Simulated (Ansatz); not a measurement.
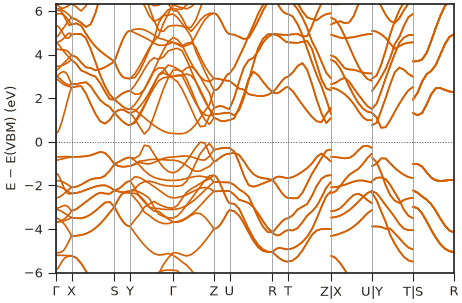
Band structure from LDA (plane waves, PAW; program Ansatz)

The gap is 0.33 eV; an edge lies off the plotted path or next to a special point (maximum on the Γ–Z line, 70 % of the way from Γ, minimum off the standard path).

The material is SnSe in space group Pnma (No. 62; Sn on 4c, Se on 4c).

The LDA relaxation kept the symmetry of its start. A crystal of weakly bound layers computed without a dispersion correction: the cell and the soft elastic constants depend strongly on that. Scalar-relativistic: spin–orbit coupling is off unless named, which matters more the heavier the elements.

Potentials: the earlier of the program's two PAW sets. The files were generated under PBE; for other functionals the program regenerates the frozen cores, and for LDA and PBEsol the local potential too.
